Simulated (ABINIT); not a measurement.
Band structure of GaNi (Pm-3m, 2 atoms in the cell).

```yaml
crystal:
  lattice:
    - [2.88305, 0.00000, 0.00000]
    - [0.00000, 2.88305, 0.00000]
    - [0.00000, 0.00000, 2.88305]
  atoms:
    - { symbol: Ga, position: [0.00000, 0.00000, 0.00000] }
    - { symbol: Ni, position: [0.50000, 0.50000, 0.50000] }
```

Computed with PBEsol, norm-conserving pseudopotentials (PseudoDojo nc-sr-04 PBEsol standard) (plane waves; ABINIT).

Settings: pseudos = [Ga.upf, Ni.upf]; ecut = 49 Ha; ixc = -116133; occopt = 7; tsmear = 0.136 eV; ngkpt = 9 9 9; nshiftk = 1; shiftk = 0 0 0; potentials = PseudoDojo nc-sr-04 PBEsol standard; kptopt = 1; nstep = 50; tolvrs1 = 1e-11; ndtset = 2.

The starting cell comes from a database of computed structures (which also holds hypothetical and non-ambient phases and stackings), without a prior relaxation at this level. Its lattice was rescaled by a random factor within 2.5 % of one. Spin polarisation is off.

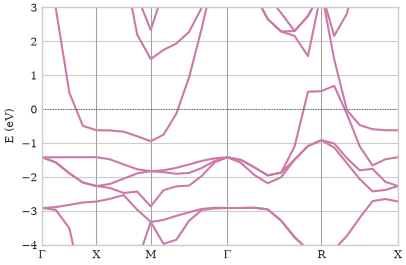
Figure: Bands along the path, energies from the Fermi level.

Levels in eV from the Fermi level, bands 12 to 19:
```tsv
point	12	13	14	15	16	17	18	19
Γ	-2.91	-1.42	-1.42	-1.42	4.93	4.93	4.93	10.56
X	-2.72	-2.27	-2.27	-1.41	-0.62	10.22	10.22	11.54
M	-3.32	-2.86	-1.83	-1.83	-0.95	1.48	2.33	11.42
R	-4.29	-0.92	-0.92	0.53	3.47	3.47	3.47	4.10
```

Bands cross the Fermi level along this path, so the cell is metallic at this level.
